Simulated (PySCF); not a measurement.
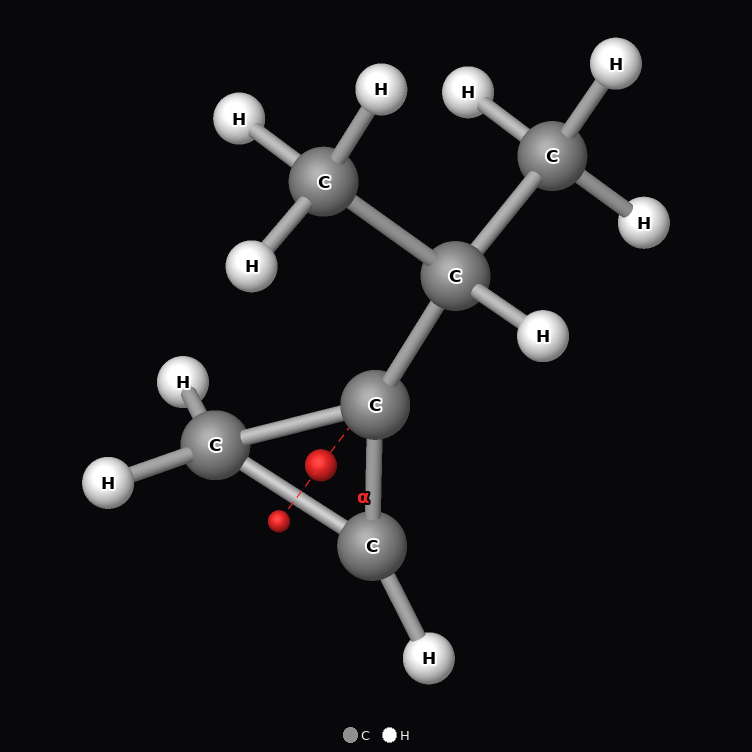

The small points mark where nucleus-independent chemical shifts (NICS) were computed: at the centre of each lettered ring and 1 Å above and below it. Geometry: an image of a reaction path computed with GFN2-xTB, not a minimum. Properties computed with GIAO PBE0/pcSseg-1 NMR shielding, non-relativistic, gas phase (PySCF 2.14.0).

Give NICS(0), NICS(1) and the out-of-plane component NICS(1)zz for each ring (means of the two sides).

| ring | members | NICS(0) | NICS(1) | NICS(1)zz |
| --- | --- | --- | --- | --- |
| α | C3 | −30.8 | −7.3 | −15.0 |

Values in ppm.
